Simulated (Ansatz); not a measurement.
Hypothetical rock salt GaAs, pressure series

The parent structure is GaAs in the rock salt structure (space group Fm-3m, No. 225; a = 5.3035 Å; a hypothetical phase, not in the database extracts checked).

Cell and atoms are relaxed at each pressure.

All numbers come from PBEsol (Ansatz, a program for electronic structure; PAW; 420 eV plane waves; no spin-orbit coupling).

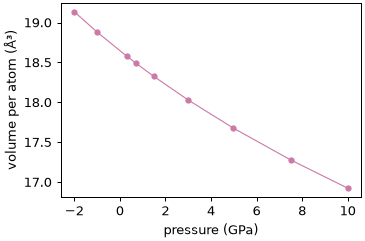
Fig. 1. Volume against pressure

Question: Estimate the zero-pressure bulk modulus from the plot.

Answer: About 82 GPa; a third-order Birch–Murnaghan fit to the points gives V₀ = 18.65 Å³/atom, B₀ = 82 GPa and B₀′ = 4.7.

Load acts through the strain it causes; cell and atoms are relaxed under it. Stability against distortions was not tested. No other phases were tried under pressure. All final runs are without spin polarisation.
